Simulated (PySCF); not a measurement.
System: F₆Si₂ (hexafluorodisilane).

The calculation's input:

```
{"job": {"kind": "nmr", "xc": "PBE0", "basis": "pcSseg-1", "pop": false, "solvent": "chloroform"}, "charge": 0, "multiplicity": 1}
F     -1.613851     1.092237    -1.208600
Si    -1.113158     0.082380    -0.097413
F     -1.832671    -1.280854    -0.456905
F     -1.835377     0.567897     1.224696
Si     1.122217    -0.072353     0.072955
F      1.843703     1.290575     0.429502
F      1.621966    -1.080754     1.185903
F      1.843400    -0.561478    -1.248399
```

Launched as:

```sh
OMP_NUM_THREADS=1 python ens_run.py task.json out
```

Geometry: GFN2-xTB.

These are results of PBE0/pcSseg-1, SCF density, in a chloroform solvent model, non-relativistic in PySCF, not measurements.

Predict the electron density and electron localisation function between the atoms.

Si–F (1.58 Å): the density is about 1.2 e/Å³ at the midpoint; the ELF peaks at about 0.85 in the valence shell of F, 0.6 Å from its nucleus, and is about 0.50 at the midpoint.
Si–Si (2.25 Å): ρ is about 0.81 e/Å³ halfway; the ELF peaks at about 1 between the atoms: localised, covalent bonding.

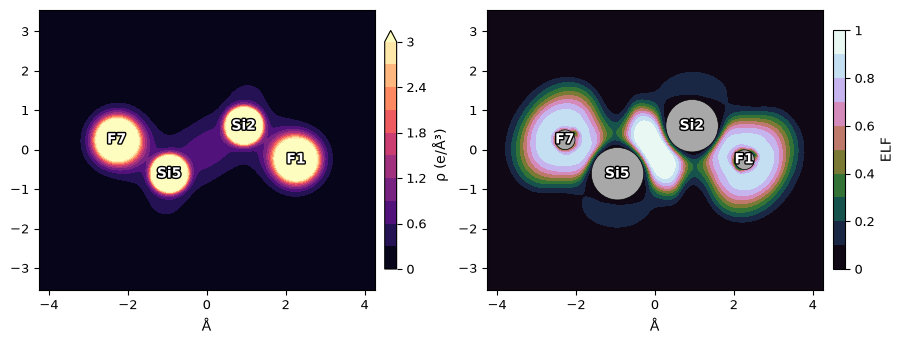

Computed electron density and electron localisation function on the plane of atoms Si2, Si5 and F7, in this order. Grey discs cover the atomic cores in the ELF map. 
